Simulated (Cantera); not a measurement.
Charge: 1 mol Si(CH3)4, 19 mol H2, 0.022 mol C2H2, 0.22 mol O2, held at 0.00320 bar.

These are equilibrium values from Cantera (NASA tables, ideal gas, pure condensed phases), not measurements of a reactor. Candidate condensed phases: C, C6H6, C7H8, C8H18, H2O, Si, SiC, SiO2; 123 gas species. Gases not in the tables: Si2H6 and higher silanes. Rates play no part.

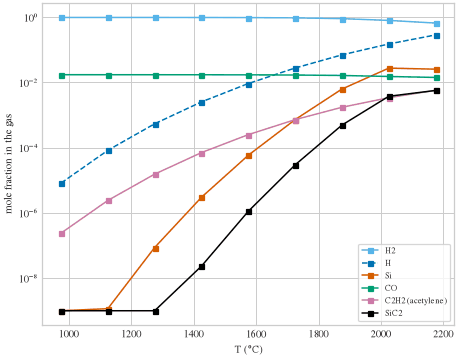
Figure: Equilibrium gas composition (values under 1e-9 drawn at 1e-9)

Q: Read off the mole fractions at 1575 °C.

A: H2 about 0.97, CO about 0.017, H about 0.0092, C2H2 (acetylene) about 0.00025, Si about 5.8e-5, SiC2 about 1.1e-6.
